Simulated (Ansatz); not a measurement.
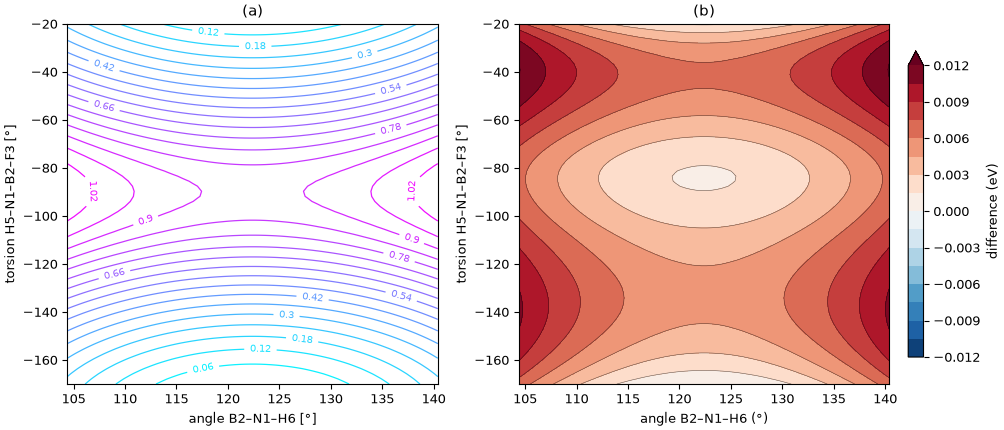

BF2H2N, SMILES NB(F)F. Two internal coordinates are moved rigidly from the geometry relaxed at PBE0-D4/def2-TZVP, all others fixed. The first coordinate is: angle B2–N1–H6; the second: torsion H5–N1–B2–F3. The scan uses a 7 × 6 grid. Points are written as (first, second). All energies are given in eV relative to each map's own lowest point. Computed with RKS PBE-D4/def2-TZVPP (Ansatz 0.2.0).

Panel (a): RKS PBE-D4/def2-TZVPP in Ansatz. Panel (b): the map at RKS PBE0-D4/def2-TZVPP (Ansatz 0.2.0) less the map of (a), each from its own lowest point.

Question: How does the change of method alter the landscape?

Answer: The difference runs from 0.00 eV at (122.4°, −170°) to 0.011 eV at (140.4°, −50°).
